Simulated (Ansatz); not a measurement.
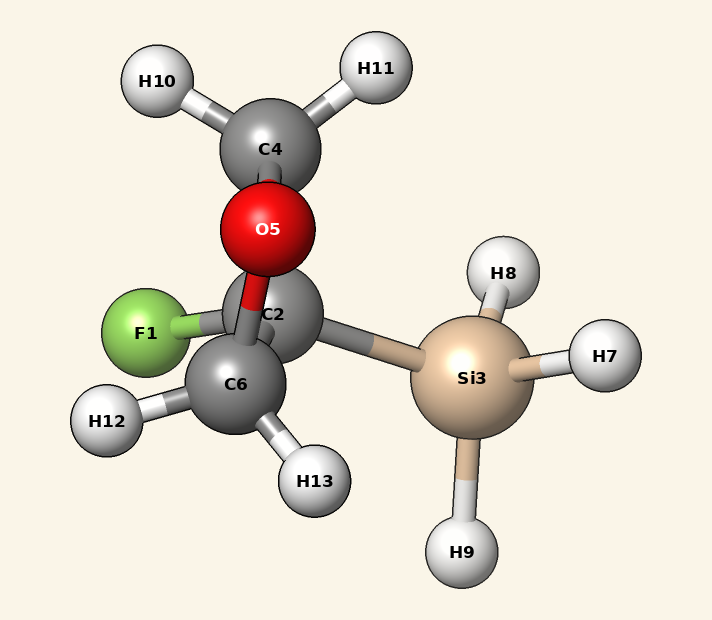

The atoms are numbered. The computed structure is the end point of a PBE0-D4/def2-TZVP optimisation. No frequency run is at hand to confirm it as a minimum.

Q: How are the neighbours of atom 3 arranged?

A: Si3 has 4 neighbours (C2 at 1.90, H7 at 1.49, H8 at 1.48, H9 at 1.48 Å); the arrangement is tetrahedral.

Q: What is the geometry at O5?

A: O5 has 2 neighbours (C4 at 1.43, C6 at 1.43 Å); the arrangement is bent.

Q: What is the dihedral angle F1–C2–C6–O5?

A: 124° in size, that is anticlinal.
